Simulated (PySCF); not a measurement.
```xyz
12

Si    2.0372    0.3235    0.2995
C     0.2154    0.0229    0.0944
C    -0.6827   -0.5599    1.0045
C    -1.9076   -0.5457    0.3674
Si   -1.1938    0.2722   -1.1790
H     2.3191    1.7594    0.1756
H     2.4796   -0.1471    1.6152
H     2.7773   -0.3925   -0.7476
H    -0.4519   -0.9356    1.9919
H    -2.8468   -0.9095    0.7491
H    -1.1409   -0.5353   -2.3956
H    -1.6038    1.6470   -1.4572
```

Geometry: GFN2-xTB.

All numbers below come from UKS B3LYP, pcH-1 on C H Si, non-relativistic, mean-field spin-orbit, GIAO in PySCF.

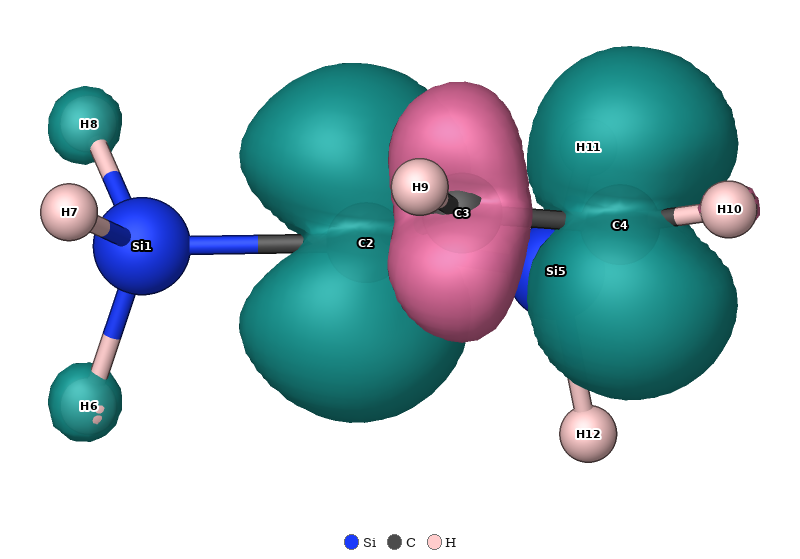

C3H7Si2 (SMILES [SiH3][C]1C=C[SiH2]1) (doublet). Isosurfaces of the spin density (α minus β) at +0.02 (teal) and −0.02 e/Å³ (pink), seen from one side.

Q: Where is the unpaired spin?

A: The unpaired spin (1 electron) lies mostly on C2 (about 0.4) and C4 (about 0.4), in electrons by Hirshfeld's partition.
